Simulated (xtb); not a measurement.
# C$_{3}$H$_{5}$F$_{3}$: molecular dynamics (part 1 of 2)

C$_{3}$H$_{5}$F$_{3}$, multiplicity 3, computed with GFN2-xTB (xtb 6.7.1).

The run did not end well. The geometry comes from this level: PBE0-D4/def2-TZVP.

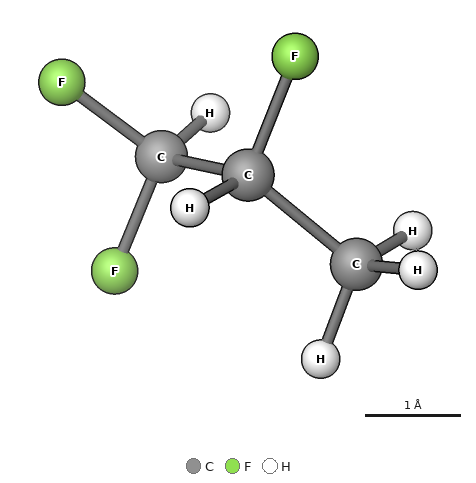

**Figure 1.** The starting structure (ball-and-stick view, seen at a tilt). Bond lengths as drawn: C–C 1.50 to 1.52 Å, C–F 1.35 to 1.38 Å and C–H 1.09 to 1.10 Å.

## Input file (coord)
```
$coord angs
     0.1784000    -0.8865000     0.9406000  C
     0.5451000     0.1714000    -0.0646000  C
     1.4077000    -0.3603000    -1.0058000  F
    -0.6537000     0.7005000    -0.8263000  C
    -0.2768000     1.7025000    -1.6500000  F
    -1.5535000     1.2081000     0.0532000  F
     1.0819000    -1.2650000     1.4197000  H
    -0.3322000    -1.7209000     0.4545000  H
    -0.4768000    -0.4711000     1.7071000  H
     1.0496000     1.0223000     0.4061000  H
    -1.1444000    -0.0738000    -1.4263000  H
$end
```

## File .CHRG
```
0
```

## File .UHF
```
2
```

## File input.inp
```
$md
   temp=298.15
   time=0.3
   step=4
   dump=32
   hmass=4
   shake=1
$end
```

Machine: 1 thread of Arm Neoverse V1, 24 GiB of memory available, shared host.

Run as:
```bash
xtb coord --input input.inp --md --gfn 2 --parallel 1 > run.log 2> xtb.err
```

## Output
```
* xtb version 6.7.1
   ID    Z sym.   atoms
    1    6 C      1, 2, 4
    2    9 F      3, 5, 6
    3    1 H      7-11

           -------------------------------------------------
          |                Calculation Setup                |
           -------------------------------------------------

          program call               : xtb coord --input input.inp --md --gfn 2 --parallel 1
          coordinate file            : coord
          omp threads                :                     1

           -------------------------------------------------
          |                 G F N 2 - x T B                 |
           -------------------------------------------------

      * Hamiltonian:
        H0-scaling (s, p, d)           1.850000    2.230000    2.230000
        zeta-weighting                 0.500000
      * Dispersion:
        s8                             2.700000
        a1                             0.520000
        a2                             5.000000
        s9                             5.000000
      * Repulsion:
        kExp                           1.500000    1.000000
        rExp                           1.000000
      * Coulomb:
        alpha                          2.000000
        third order                    shell-resolved
        anisotropic                    true
        a3                             3.000000
        a5                             4.000000
        cn-shift                       1.200000
        cn-exp                         4.000000
        max-rad                        5.000000

          ...................................................
          :                      SETUP                      :
          :.................................................:
          :  # basis functions                  29          :
          :  # atomic orbitals                  29          :
          :  # shells                           17          :
          :  # electrons                        38          :
          :  max. iterations                   250          :
          :  Hamiltonian                  GFN2-xTB          :
          :  restarted?                      false          :
          :  GBSA solvation                  false          :
          :  PC potential                    false          :
          :  electronic temp.          300.0000000     K    :
          :  accuracy                    1.0000000          :
          :  -> integral cutoff          0.2500000E+02      :
          :  -> integral neglect         0.1000000E-07      :
          :  -> SCF convergence          0.1000000E-05 Eh   :
          :  -> wf. convergence          0.1000000E-03 e    :
          :  Broyden damping             0.4000000          :
          :  net charge                          0          :
          :  unpaired electrons                  2          :
          ...................................................

 iter      E             dE          RMSdq      gap      omega  full diag
   1    -22.8276584 -0.228277E+02  0.368E+00    1.80       0.0  T
   2    -22.8279897 -0.331231E-03  0.260E+00    1.51       1.0  T
   3    -22.8476029 -0.196132E-01  0.187E+00    1.92       1.0  T
   4    -22.8769161 -0.293132E-01  0.659E-01    1.69       1.0  T
   5    -22.8784623 -0.154621E-02  0.240E-01    1.70       1.0  T
   6    -22.8786161 -0.153788E-03  0.121E-01    1.68       1.0  T
   7    -22.8786489 -0.328663E-04  0.424E-02    1.68       1.0  T
   8    -22.8786493 -0.394288E-06  0.150E-02    1.68       2.0  T
   9    -22.8786509 -0.158117E-05  0.517E-03    1.68       5.8  T
  10    -22.8786512 -0.258299E-06  0.189E-03    1.68      16.0  T
  11    -22.8786512 -0.401899E-08  0.655E-04    1.68      46.0  T
  12    -22.8786512 -0.162808E-08  0.340E-04    1.68      88.7  T

   *** convergence criteria satisfied after 12 iterations ***

         #    Occupation            Energy/Eh            Energy/eV
      -------------------------------------------------------------
         1        2.0000           -0.8567385             -23.3130
       ...           ...                  ...                  ...
        14        2.0000           -0.5178541             -14.0915
        15        2.0000           -0.5029329             -13.6855
        16        2.0000           -0.5009737             -13.6322
        17        2.0000           -0.4929836             -13.4148
        18        1.9994           -0.4702556             -12.7963
        19        1.0006           -0.4560884             -12.4108
        20        1.0000           -0.0211197              -0.5747 (HOMO)
        21                          0.0404655               1.1011 (LUMO)
        22                          0.0737098               2.0057
        23                          0.0961543               2.6165
        24                          0.1059917               2.8842
        25                          0.1410180               3.8373
       ...                                ...                  ...
        29                          0.2448783               6.6635
      -------------------------------------------------------------
                  HL-Gap            0.0615852 Eh            1.6758 eV
             Fermi-level           -0.2267495 Eh           -6.1702 eV

 transition dipole moment (au) for excitation:          19          20
     X       Y       Z
   0.1305   0.0012   0.3240  total (au/Debye):    0.349   0.888
 dE (eV)             :   11.836
 oscillator strength :  0.50031E-01

 SCC (total)                   0 d,  0 h,  0 min,  0.006 sec
 SCC setup                      ...        0 min,  0.000 sec (  1.584%)
 Dispersion                     ...        0 min,  0.000 sec (  1.019%)
 classical contributions        ...        0 min,  0.000 sec (  0.182%)
 integral evaluation            ...        0 min,  0.001 sec ( 10.063%)
 iterations                     ...        0 min,  0.003 sec ( 52.327%)
 molecular gradient             ...        0 min,  0.001 sec ( 22.266%)
 printout                       ...        0 min,  0.001 sec ( 12.273%)

         :::::::::::::::::::::::::::::::::::::::::::::::::::::
         ::                     SUMMARY                     ::
         :::::::::::::::::::::::::::::::::::::::::::::::::::::
         :: total energy             -22.739376293304 Eh    ::
         :: gradient norm              0.663341989186 Eh/a0 ::
         :: HOMO-LUMO gap              1.675818051640 eV    ::
         ::.................................................::
         :: SCC energy               -22.878648469445 Eh    ::
         :: -> isotropic ES            0.035946037103 Eh    ::
         :: -> anisotropic ES          0.000963104690 Eh    ::
         :: -> anisotropic XC         -0.011440979139 Eh    ::
         :: -> dispersion             -0.004778359152 Eh    ::
         :: repulsion energy           0.139272176140 Eh    ::
         :: add. restraining           0.000000000000 Eh    ::
         :: total charge              -0.000000000000 e     ::
         :::::::::::::::::::::::::::::::::::::::::::::::::::::

           -------------------------------------------------
          |                Property Printout                |
           -------------------------------------------------

    * Orbital Energies and Occupations

         #    Occupation            Energy/Eh            Energy/eV
      -------------------------------------------------------------
         1        2.0000           -0.8567385             -23.3130
       ...           ...                  ...                  ...
         8        2.0000           -0.5933828             -16.1468
         9        2.0000           -0.5808804             -15.8066
        10        2.0000           -0.5575184             -15.1708
        11        2.0000           -0.5384216             -14.6512
        12        2.0000           -0.5274100             -14.3516
        13        2.0000           -0.5236543             -14.2494
        14        2.0000           -0.5178541             -14.0915
        15        2.0000           -0.5029329             -13.6855
        16        2.0000           -0.5009737             -13.6322
        17        2.0000           -0.4929836             -13.4148
        18        1.9994           -0.4702556             -12.7963
        19        1.0006           -0.4560884             -12.4108
        20        1.0000           -0.0211197              -0.5747 (HOMO)
        21                          0.0404655               1.1011 (LUMO)
        22                          0.0737098               2.0057
        23                          0.0961543               2.6165
        24                          0.1059917               2.8842
        25                          0.1410180               3.8373
        26                          0.1523190               4.1448
        27                          0.1955873               5.3222
        28                          0.2200693               5.9884
        29                          0.2448783               6.6635
      -------------------------------------------------------------
                  HL-Gap            0.0615852 Eh            1.6758 eV
             Fermi-level           -0.2267495 Eh           -6.1702 eV

     #   Z          covCN         q      C6AA      α(0)
     1   6          3.754    -0.119    22.837     6.814
     2   6          3.662     0.068    19.702     6.368
     3   9          0.787    -0.236    11.615     4.026
     4   6          3.472     0.268    18.187     6.392
     5   9          0.787    -0.181    11.037     3.924
     6   9          0.787    -0.229    11.534     4.012
     7   1          0.924     0.092     1.857     2.131
     8   1          0.924     0.081     1.968     2.194
     9   1          0.924     0.047     2.357     2.401
    10   1          0.924     0.111     1.687     2.031
    11   1          0.924     0.097     1.812     2.105

 Mol. C6AA /au·bohr⁶  :        921.144578
 Mol. C8AA /au·bohr⁸  :      18969.496894
 Mol. α(0) /au        :         42.397395

Wiberg/Mayer (AO) data.
largest (>0.10) Wiberg bond orders for each atom

 ---------------------------------------------------------------------------
     #   Z sym  total        # sym  WBO       # sym  WBO       # sym  WBO
 ---------------------------------------------------------------------------
     1   6      3.987 --     2      1.053     9      0.958     8      0.941
                             7      0.906
     2   6      3.821 --     1      1.053     4      0.999    10      0.873
                             3      0.697     6      0.102
     3   9      1.127 --     2      0.697     4      0.131
     4   6      3.837 --     2      0.999     5      0.936    11      0.896
                             6      0.800     3      0.131
     5   9      1.171 --     4      0.936
     6   9      1.141 --     4      0.800     2      0.102
     7   1      0.989 --     1      0.906
     8   1      0.992 --     1      0.941
     9   1      0.997 --     1      0.958
    10   1      0.982 --     2      0.873
    11   1      0.987 --     4      0.896
 ---------------------------------------------------------------------------

Topologies differ in total number of bonds
Writing topology from bond orders to xtbtopo.mol

molecular dipole:
                 x           y           z       tot (Debye)
 q only:       -0.058      -0.691       0.644
   full:       -0.129      -0.688       0.676       2.473
molecular quadrupole (traceless):
                xx          xy          yy          xz          yz          zz
 q only:       -1.107       3.184      -0.076       3.696       0.749       1.183
  q+dip:       -0.984       4.493       0.255       6.455       1.644       0.729
   full:       -0.865       4.019      -0.045       5.904       1.413       0.909

           -------------------------------------------------
          | TOTAL ENERGY              -22.739376293304 Eh   |
          | GRADIENT NORM               0.663341989186 Eh/α |
          | HOMO-LUMO GAP               1.675818051640 eV   |
           -------------------------------------------------
           -------------------------------------------------
          |               Molecular Dynamics                |
           -------------------------------------------------
 trajectories on xtb.trj or xtb.trj.<n>

 MD time /ps        :    0.30
 dt /fs             :    4.00
 SCC accuracy       :    2.00
 temperature /K     :  298.15
 max steps          :    75
 block length (av.) :  1250
 dumpstep(trj) /fs  :   32.00     8
 dumpstep(coords)/fs: 1000.00   250
 H atoms mass (amu) :     4
 # deg. of freedom  :    28
 SHAKE on. # bonds  :           5  all: F
 Berendsen THERMOSTAT on
         time (ps)    <Epot>      Ekin   <T>   T     Etot
      0    0.00      0.00000   0.0312    0.    0.   -22.70813
 average properties
 Epot               :  -2.4083127906560580
 Epot (accurate SCC):   0.0000000000000000
 Ekin               :  0.18259332801737591
 Etot               :  -2.2257194626386823
 T                  :   4118.4619307370922
 normal exit of md()
########################################################################
[ERROR] Runtime exception occurred
-203- xtb_calculator_singlepoint: Electronic structure method terminated
-202- scf: Setup of Coulomb evaluator failed
-201- type_latticepoint_update: Could not generate lattice points
-200- xtb_calculator_singlepoint: Electronic structure method terminated
-199- scf: Setup of Coulomb evaluator failed
-198- type_latticepoint_update: Could not generate lattice points
-197- xtb_calculator_singlepoint: Electronic structure method terminated
-196- scf: Setup of Coulomb evaluator failed
-195- type_latticepoint_update: Could not generate lattice points
-194- xtb_calculator_singlepoint: Electronic structure method terminated
-193- scf: Setup of Coulomb evaluator failed
-192- type_latticepoint_update: Could not generate lattice points
-191- xtb_calculator_singlepoint: Electronic structure method terminated
-190- scf: Setup of Coulomb evaluator failed
-189- type_latticepoint_update: Could not generate lattice points
-188- xtb_calculator_singlepoint: Electronic structure method terminated
-187- scf: Setup of Coulomb evaluator failed
-186- type_latticepoint_update: Could not generate lattice points
-185- xtb_calculator_singlepoint: Electronic structure method terminated
-184- scf: Setup of Coulomb evaluator failed
-183- type_latticepoint_update: Could not generate lattice points
-182- xtb_calculator_singlepoint: Electronic structure method terminated
-181- scf: Setup of Coulomb evaluator failed
-180- type_latticepoint_update: Could not generate lattice points
-179- xtb_calculator_singlepoint: Electronic structure method terminated
-178- scf: Setup of Coulomb evaluator failed
-177- type_latticepoint_update: Could not generate lattice points
-176- xtb_calculator_singlepoint: Electronic structure method terminated
-175- scf: Setup of Coulomb evaluator failed
-174- type_latticepoint_update: Could not generate lattice points
-173- xtb_calculator_singlepoint: Electronic structure method terminated
-172- scf: Setup of Coulomb evaluator failed
-171- type_latticepoint_update: Could not generate lattice points
```
